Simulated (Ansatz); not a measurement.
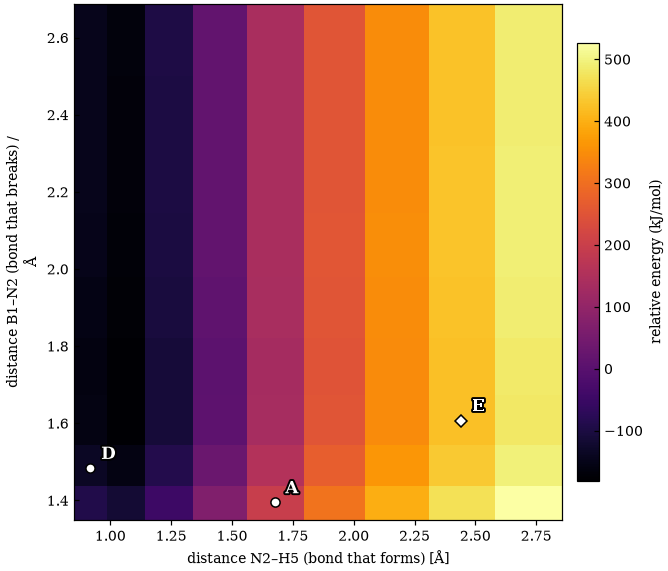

The reacting system BFH₅NO₂ (fragments BFH₄NO₂ + H where the first distance is long, BFH₂O₂ + H₃N where the second is long). Coordinates scanned: (1) distance N2–H5 (bond that forms); (2) distance B1–N2 (bond that breaks). Relaxed at each point: all other coordinates. The grid has 9 × 9 points. Points are written as (first, second). Energies are in kJ/mol, from a guessed transition structure relaxed with its forming and breaking bonds held. The reference is spin-restricted, so regions where a bond is pulled apart into radicals lie too high. The calculation used RKS BHLYP-D4/def2-SVP (Ansatz 0.2.0).

The picture shows one coloured cell a grid point, lettered points.

Is E the lowest point of the computed grid?

Answer. No. E lies 603 kJ/mol above the lowest grid point, which is at (1.052 Å, 1.747 Å).

Rank the lettered points by energy, lowest first.

Answer. D (−135 kJ/mol), A (196 kJ/mol), E (422 kJ/mol).
